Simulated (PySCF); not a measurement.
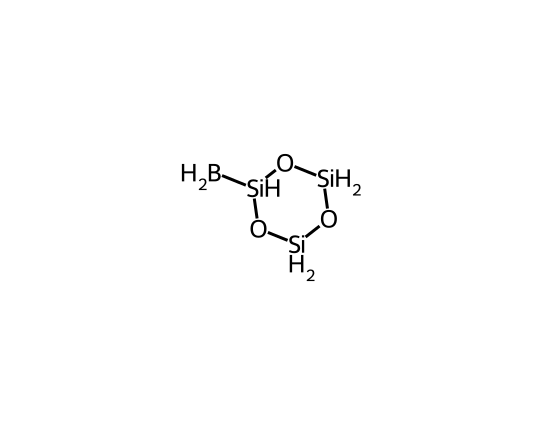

Source: calculation with PySCF.

A structural formula.

Q: Write the SMILES.

A: B[SiH]1O[SiH2]O[SiH2]O1

Q: What is the molecular formula?

A: BH7O3Si3.
